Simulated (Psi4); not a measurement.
# SiH4: single-point calculation (part 1 of 2)

The run: single-point calculation of SiH4. Method and program: CASSCF/cc-pCVDZ, RHF (Psi4 1.11).

The atoms were displaced at random from an optimised geometry.

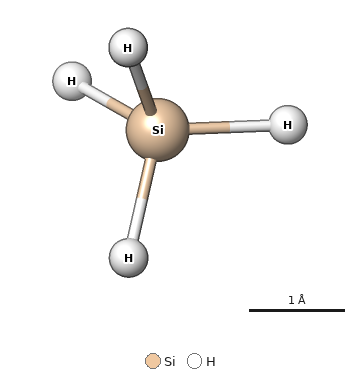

The structure (ball-and-stick view, seen at a tilt).

Input file (run_ase.py):
```python
import numpy as np
from ase.calculators.psi4 import Psi4
from ase.io import read

atoms = read('h4si.xyz')
calc = Psi4(atoms=atoms, method='casscf', basis='cc-pCVDZ', memory='1600MB', num_threads=1, charge=0, multiplicity=1, label='h4si')
calc.psi4.set_options({'restricted_docc': [5], 'mcscf_type': 'conv', 'mcscf_algorithm': 'ts', 'mcscf_maxiter': 40, 'active': [7], 'scf_type': 'pk', 'num_roots': 3, 'avg_states': [0, 1, 2], 'nat_orbs': True})
atoms.calc = calc

print(f'energy: {atoms.get_potential_energy():.6f} eV')
```

File h4si.xyz:
```
5
H4Si
Si     0.014014    -0.022692    -0.032999
H      0.032899    -0.066308     1.387384
H      1.377257    -0.028327    -0.541660
H     -0.585610     1.303521    -0.546214
H     -0.663959    -1.167081    -0.471461
```

Run as:
```bash
python run_ase.py
```

What the program printed:
```
=> Loading Basis Set <=

    Name: CC-PCVDZ
    Role: ORBITAL
    Keyword: BASIS

         ---------------------------------------------------------
                                   SCF
                              RHF Reference
                        1 Threads,   1525 MiB Core
         ---------------------------------------------------------

  ==> Geometry <==

    Molecular point group: c1
    Full point group: C1

    Geometry (in Angstrom), charge = 0, multiplicity = 1:

       Center              X                  Y                   Z               Mass
    ------------   -----------------  -----------------  -----------------  -----------------
         SI          -0.003291308811    -0.004174251495     0.001258040615    27.976926534650
         H            0.015593691189    -0.047790251495     1.421641040615     1.007825032230
         H            1.359951691189    -0.009809251495    -0.507402959385     1.007825032230
         H           -0.602915308811     1.322038748505    -0.511956959385     1.007825032230
         H           -0.681264308811    -1.148563251495    -0.437203959385     1.007825032230

  Running in c1 symmetry.

  Rotational constants: A =      3.16392  B =      2.90387  C =      2.82942 [cm^-1]
  Rotational constants: A =  94851.79147  B =  87055.95729  C =  84823.73125 [MHz]
  Nuclear repulsion =   21.732171383993215

  Charge       = 0
  Multiplicity = 1
  Electrons    = 18
  Nalpha       = 9
  Nbeta        = 9

  ==> Algorithm <==

  SCF Algorithm Type is PK.
  DIIS enabled.
  MOM disabled.
  Fractional occupation disabled.
  Guess Type is SAD.
  Energy threshold   = 1.00e-08
  Density threshold  = 1.00e-08
  Integral threshold = 1.00e-12

  ==> Primary Basis <==

  Basis Set: CC-PCVDZ
    Blend: CC-PCVDZ
    Number of shells: 23
    Number of basis functions: 47
    Number of Cartesian functions: 49
    Spherical Harmonics?: true
    Max angular momentum: 2

  ==> Integral Setup <==

  Using in-core PK algorithm.
   Calculation information:
      Number of atoms:                   5
      Number of AO shells:              23
      Number of primitives:             73
      Number of atomic orbitals:        49
      Number of basis functions:        47

      Integral cutoff                 1.00e-12
      Number of threads:                 1

  Performing in-core PK
  Using 1273512 doubles for integral storage.
  We computed 38226 shell quartets total.
  Whereas there are 38226 unique shell quartets.

  ==> DiskJK: Disk-Based J/K Matrices <==

    J tasked:                  Yes
    K tasked:                  Yes
    wK tasked:                  No
    Memory [MiB]:             1144
    Schwarz Cutoff:          1E-12

  Minimum eigenvalue in the overlap matrix is 1.2192972406E-02.
  Reciprocal condition number of the overlap matrix is 3.0286223995E-03.
    Using symmetric orthogonalization.

  ==> Pre-Iterations <==

  SCF Guess: Superposition of Atomic Densities via on-the-fly atomic UHF (no occupation information).

   -------------------------
    Irrep   Nso     Nmo
   -------------------------
     A         47      47
   -------------------------
    Total      47      47
   -------------------------

  ==> Iterations <==

                        Total Energy        Delta E     RMS |[F,P]|

   @RHF iter SAD:  -290.77835210072863   -2.90778e+02   0.00000e+00
   @RHF iter   1:  -291.21301026390904   -4.34658e-01   3.70877e-03 ADIIS/DIIS
   @RHF iter   2:  -291.23427723632494   -2.12670e-02   1.13541e-03 ADIIS/DIIS
   @RHF iter   3:  -291.23646809772913   -2.19086e-03   3.35035e-04 ADIIS/DIIS
   @RHF iter   4:  -291.23694193841987   -4.73841e-04   3.10380e-05 DIIS
   @RHF iter   5:  -291.23694558399501   -3.64558e-06   4.25332e-06 DIIS
   @RHF iter   6:  -291.23694562962299   -4.56280e-08   5.15376e-07 DIIS
   @RHF iter   7:  -291.23694563035758   -7.34588e-10   6.79605e-08 DIIS
   @RHF iter   8:  -291.23694563037094   -1.33582e-11   1.16226e-08 DIIS
   @RHF iter   9:  -291.23694563037117   -2.27374e-13   2.27031e-09 DIIS
  Energy and wave function converged.

  ==> Post-Iterations <==

    Orbital Energies [Eh]
    ---------------------

    Doubly Occupied:

       1A    -68.775500     2A     -6.126172     3A     -4.232641
       4A     -4.232271     5A     -4.231695     6A     -0.740312
       7A     -0.498944     8A     -0.493319     9A     -0.472171

    Virtual:

      10A      0.161015    11A      0.171529    12A      0.179349
      13A      0.224377    14A      0.407974    15A      0.411114
      16A      0.418047    17A      0.490817    18A      0.507031
      19A      0.538500    20A      0.602664    21A      0.610361
      22A      0.619847    23A      0.796768    24A      1.096698
      25A      1.165998    26A      1.191764    27A      1.480689
      28A      1.484722    29A      1.493771    30A      1.748208
      31A      1.786829    32A      1.807654    33A      1.975963
      34A      2.026769    35A      2.129600    36A      2.248929
      37A      2.283371    38A      2.324877    39A      7.159035
      40A      7.167177    41A      7.199570    42A     10.417815
      43A     10.420186    44A     10.432076    45A     10.433621
      46A     10.437022    47A     11.498598

    Final Occupation by Irrep:
              A
    DOCC [     9 ]
    NA   [     9 ]
    NB   [     9 ]

  @RHF Final Energy:  -291.23694563037117

   => Energetics <=

    Nuclear Repulsion Energy =             21.7321713839932151
    One-Electron Energy =                -446.3321836733455257
    Two-Electron Energy =                 133.3630666589811824
    Total Energy =                       -291.2369456303711104

Computation Completed

Properties will be evaluated at   0.000000,   0.000000,   0.000000 [a0]

Properties computed using the SCF density matrix

 Multipole Moments:

 ------------------------------------------------------------------------------------
     Multipole            Electronic (a.u.)      Nuclear  (a.u.)        Total (a.u.)
 ------------------------------------------------------------------------------------

 L = 1.  Multiply by 2.5417464519 to convert [e a0] to [Debye]
 Dipole X            :         -0.1309315            0.0855809           -0.0453506
 Dipole Y            :         -0.1860316            0.1085392           -0.0774923
 Dipole Z            :          0.0568130           -0.0327117            0.0241013
 Magnitude           :                                                    0.0929657

 ------------------------------------------------------------------------------------

	total time  =          1 seconds =       0.02 minutes
 MINTS: Wrapper to libmints.

   Calculation information:
      Number of threads:                 1
      Number of atoms:                   5
      Number of AO shells:              23
      Number of SO shells:              23
      Number of primitives:             73
      Number of atomic orbitals:        49
      Number of basis functions:        47

      Number of irreps:                  1
      Integral cutoff                 1.00e-12
      Number of functions per irrep: [  47 ]

 OEINTS: Overlap, kinetic, potential, dipole, and quadrupole integrals
         stored in file 35.

      Computing two-electron integrals...done
      Computed 573714 non-zero two-electron integrals.
        Stored in file 33.

 MINTS: Wrapper to libmints.

   Calculation information:
      Number of threads:                 1
      Number of atoms:                   5
      Number of AO shells:              23
      Number of SO shells:              23
      Number of primitives:             73
      Number of atomic orbitals:        49
      Number of basis functions:        47

      Number of irreps:                  1
      Integral cutoff                 1.00e-12
      Number of functions per irrep: [  47 ]

 OEINTS: Overlap, kinetic, potential, dipole, and quadrupole integrals
         stored in file 35.

      Computing two-electron integrals...done
      Computed 573714 non-zero two-electron integrals.
        Stored in file 33.

         ---------------------------------------------------------
                Multi-Configurational Self-Consistent Field
                            (a 'D E T C I' module)

         ---------------------------------------------------------

   ==> Parameters <==

    EX LEVEL       =        8      H0 BLOCKSIZE  =     1000
    VAL EX LEVEL   =        0      H0 GUESS SIZE =     1000
    H0COUPLINGSIZE =        0      H0 COUPLING   =       NO
    MAXITER        =       12      NUM PRINT     =       20
    NUM ROOTS      =        3      ICORE         =        1
    PRINT LVL      =        1      FCI           =      YES
    R CONV         = 1.00e-07      MIXED         =      YES
    E CONV         = 1.00e-06      MIXED4        =      YES
    R4S            =       NO      REPL OTF      =       NO
    DIAG METHOD    =      SEM      FOLLOW ROOT   =        0
    PRECONDITIONER = DAVIDSON      UPDATE        = DAVIDSON
    S              =   0.0000      Ms0           =      YES
    GUESS VECTOR   =  H0BLOCK      OPENTYPE      =     NONE
    COLLAPSE SIZE  =        1      HD AVG        = EVANGELISTI
    MAX NUM VECS   =       39      REF SYM       =     AUTO
    IOPEN        =       NO

    EX ALLOW       =  1  1  1  1  1  1  1  1
    STATE AVERAGE  =  0(0.33)  1(0.33)  2(0.33)

   ==> CI Orbital and Space information <==

   ------------------------------------
               Space    Total     A
   ------------------------------------
                 Nso       47    47
                 Nmo       47    47
               Ndocc        9     9
               Nsocc        0     0
   ------------------------------------
               MCSCF Spaces
   ------------------------------------
         Frozen DOCC        0     0
     Restricted DOCC        5     5
              Active        7     7
     Restricted UOCC       35    35
         Frozen UOCC        0     0
   ------------------------------------

   ==> Setting up CI strings <==

    There are 35 alpha and 35 beta strings
    The CI space requires 1225 (1.22E+03) determinants and 1 blocks

   ==> Setting up MCSCF integrals <==

  Using in-core PK algorithm.
   Calculation information:
      Number of atoms:                   5
      Number of AO shells:              23
      Number of primitives:             73
      Number of atomic orbitals:        49
      Number of basis functions:        47

      Integral cutoff                 1.00e-12
      Number of threads:                 1
```
